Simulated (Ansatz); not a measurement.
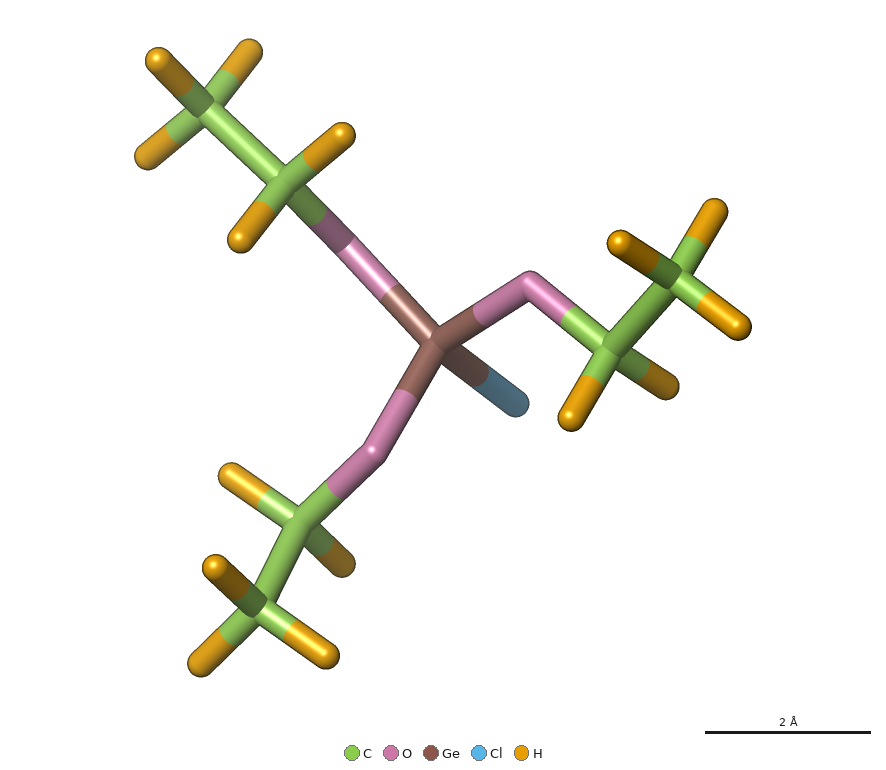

The picture shows the input geometry.

Input file:

```yaml
crystal:
  periodic: [false, false, false]
  atoms:
    - {symbol: C, position_ang: [-0.273989, 2.227400, -2.871377]}
    - {symbol: C, position_ang: [-0.653384, 2.046752, -1.423758]}
    - {symbol: O, position_ang: [0.169175, 1.030013, -0.865419]}
    - {symbol: Ge, position_ang: [-0.021359, 0.550098, 0.811652]}
    - {symbol: Cl, position_ang: [0.080987, 2.271416, 2.067351]}
    - {symbol: O, position_ang: [-1.567087, -0.195898, 1.137348]}
    - {symbol: C, position_ang: [-1.876667, -1.434568, 0.501600]}
    - {symbol: C, position_ang: [-3.288792, -1.813104, 0.866875]}
    - {symbol: O, position_ang: [1.247303, -0.596941, 1.156921]}
    - {symbol: C, position_ang: [2.607116, -0.261086, 0.898425]}
    - {symbol: C, position_ang: [3.462000, -1.458827, 1.223320]}
    - {symbol: H, position_ang: [-0.889232, 3.005504, -3.329616]}
    - {symbol: H, position_ang: [0.774462, 2.518987, -2.958560]}
    - {symbol: H, position_ang: [-0.419791, 1.298579, -3.426353]}
    - {symbol: H, position_ang: [-0.516218, 2.984774, -0.872415]}
    - {symbol: H, position_ang: [-1.710821, 1.766132, -1.337809]}
    - {symbol: H, position_ang: [-1.776362, -1.337133, -0.586986]}
    - {symbol: H, position_ang: [-1.172682, -2.207223, 0.830867]}
    - {symbol: H, position_ang: [-3.558283, -2.763772, 0.400265]}
    - {symbol: H, position_ang: [-3.388173, -1.917036, 1.948915]}
    - {symbol: H, position_ang: [-3.991561, -1.048922, 0.529227]}
    - {symbol: H, position_ang: [2.901685, 0.596515, 1.516041]}
    - {symbol: H, position_ang: [2.728594, 0.026545, -0.152122]}
    - {symbol: H, position_ang: [4.515238, -1.231663, 1.041412]}
    - {symbol: H, position_ang: [3.344149, -1.741240, 2.271194]}
    - {symbol: H, position_ang: [3.179591, -2.311401, 0.602604]}
basis:
  gaussian: {orbitals: x2c-TZVPPall}
total_charge: -1
magnetization: {spin_polarized: true, initial_magnetization: 1}
hamiltonian: {xc: {name: B97}}
```

It was started with:

```sh
ansatz run in.yaml --threads 11 --pin off --events-out ev --progress --plain --max-ram 120832MiB --backend cuda --devices 0, --max-vram 75GiB
```

What the program printed:

```
Functional definition: B97
  name "B97"
  cite "Becke, J. Chem. Phys. 107, 8554 (1997) doi:10.1063/1.475007"
  parameter cx = 0.1943
  parameter cx0 = 0.8094
  parameter cx1 = 0.5073
  parameter cx2 = 0.7481
  parameter css0 = 0.1737
  parameter css1 = 2.3487
  parameter css2 = -2.4868
  parameter cos0 = 0.9454
  parameter cos1 = 0.7471
  parameter cos2 = -4.5961
  exchange = spin_sum(e_x_unif_s*poly(b97_u_x, cx0, cx1, cx2)) + cx*exact_x
  correlation = spin_sum(e_c_pw_same_spin*poly(b97_u_same, css0, css1, css2))
      + integral(e_c_pw_opposite_spin*poly(b97_u_opposite, cos0, cos1, cos2))
3132 factors; their error is unknown
mean field evaluation 1: about -82266.7313 eV, gradient 6.7e1 eV
mean field evaluation 2: about -82244.3500 eV, gradient 1.0e2 eV
mean field evaluation 4: about -82285.4168 eV, gradient 6.4e0 eV
mean field evaluation 8: about -82285.5728 eV, gradient 1.8e-1 eV
mean field evaluation 16: about -82285.6739 eV, gradient 1.1e-2 eV
mean field evaluation 32: about -82285.2978 eV, gradient 1.6e0 eV
mean field -82285.67387655 eV, -3023.9427397303 hartree, gradient 7.3e-5 eV, S^2 0.751208; 3 other end points of the search recorded, 0 dependent functions left out
reference -82285.67392949 eV, -3023.9427416758 hartree; 63, 62 occupied and 516, 517 virtual orbitals, 3132 factors
Total energy: -82285.67392949 eV, -3023.9427416758 hartree
Relativity: scalar
```

Self-consistency was reached.
